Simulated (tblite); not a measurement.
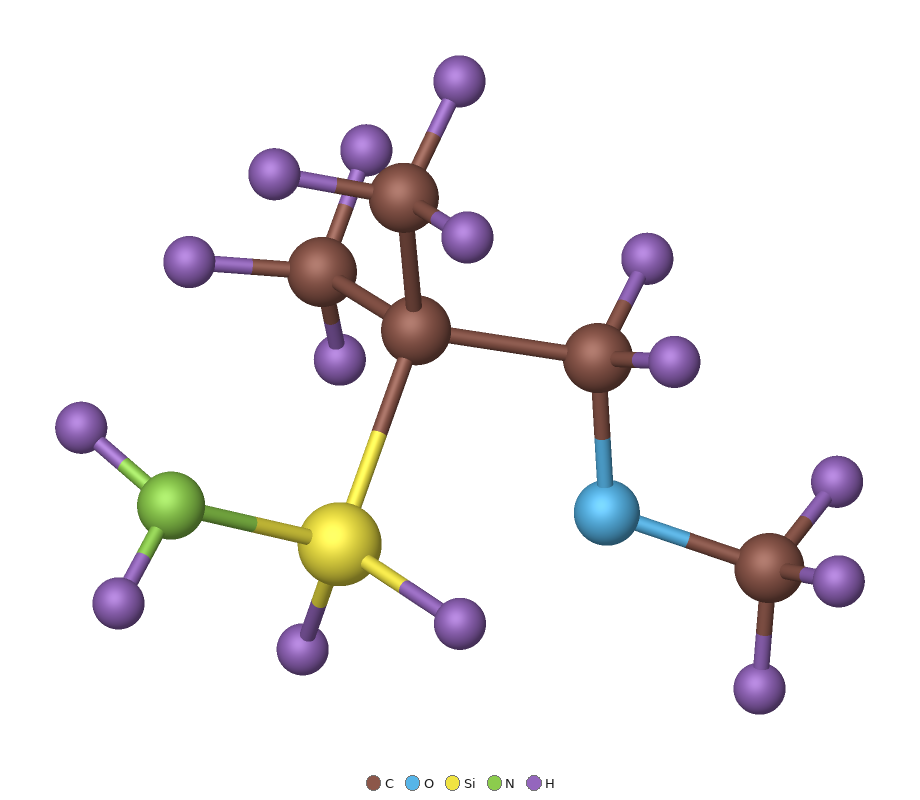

Simulated data, not a measurement (program: tblite).

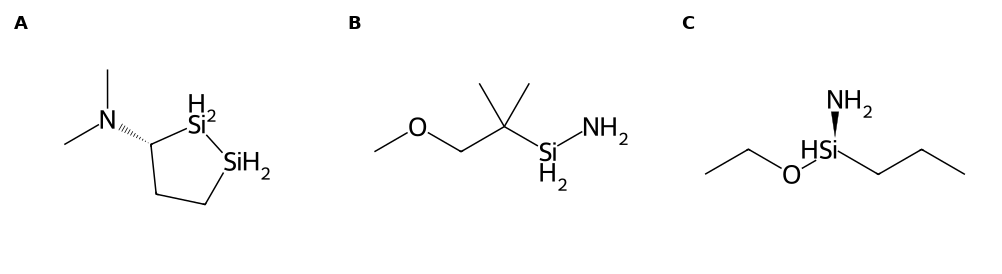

Which structural formula matches the 3D model?

Answer. B, `COCC(C)(C)[SiH2]N`.
